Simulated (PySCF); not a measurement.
```xyz
24

C    -2.5497    0.9535    0.8778
C    -2.2323    0.8684   -0.6163
C    -0.9780    0.0905   -0.8708
C     0.1780    0.6171   -1.2629
P     1.5376   -0.5737   -1.4644
C     2.1961   -0.5211    0.2778
Si    3.0890    1.1151    0.6548
C     0.2964   -1.9633   -1.2779
C    -0.9710   -1.3950   -0.6351
H    -2.7395   -0.0347    1.2900
H    -3.4336    1.5663    1.0390
H    -1.7155    1.3994    1.4153
H    -3.0686    0.3882   -1.1316
H    -2.1188    1.8772   -1.0181
H     0.3255    1.6658   -1.4696
H     2.8982   -1.3529    0.3696
H     1.3777   -0.6911    0.9791
H     2.1175    2.2098    0.7300
H     4.0742    1.3874   -0.3910
H     3.7506    0.9801    1.9565
H     0.0762   -2.3274   -2.2853
H     0.7266   -2.7928   -0.7144
H    -1.8669   -1.8598   -1.0536
H    -0.9815   -1.5874    0.4420
```

Geometry: GFN2-xTB.

These are results of PySCF, PBE0/pcSseg-1, SCF density, gas phase, non-relativistic, not measurements.

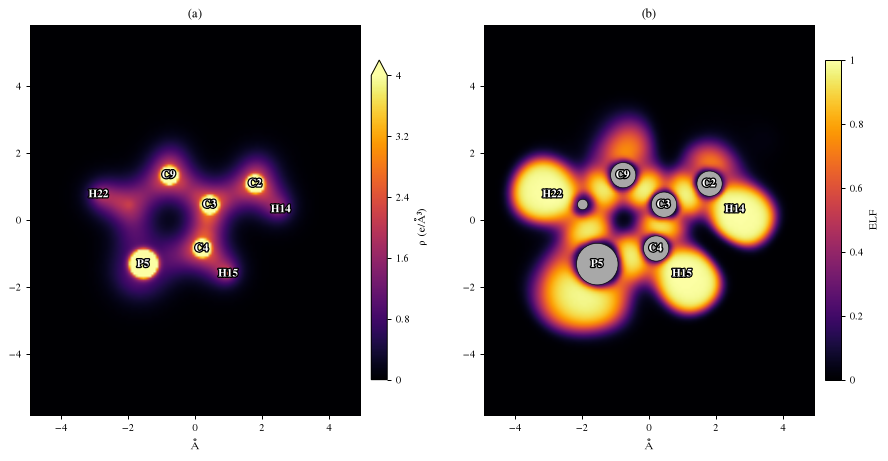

C₇H₁₅PSi (SMILES CCC1=CP(C[SiH3])CC1). (a) electron density; (b) ELF on the plane of atoms C2, C3 and C9. Grey discs cover the atomic cores in the ELF map.

Question: Describe what can be read from this map.

Answer:
- The plane passes through C, P and H nuclei.
- C–C (1.33 Å): ρ at the midpoint is about 2.3 e/Å³; the ELF peaks at about 0.90 between the atoms; a short, multiple covalent bond.
- C–P (1.82 Å): the density is about 1.2 e/Å³ at the midpoint; the ELF peaks at about 0.95 between the atoms: localised, covalent bonding.
- C–H (1.08 Å): the density is about 2 e/Å³ at the midpoint; the ELF climbs to about 1 towards the hydrogen, as it does in any bond to H (an ordinary covalent bond to hydrogen).
- C–C (1.50 Å): ρ is about 1.7 e/Å³ halfway; the ELF peaks at about 0.95 between the atoms (localised, covalent bonding).
- The ELF also peaks beside P5, away from the bonds: lone-pair regions.
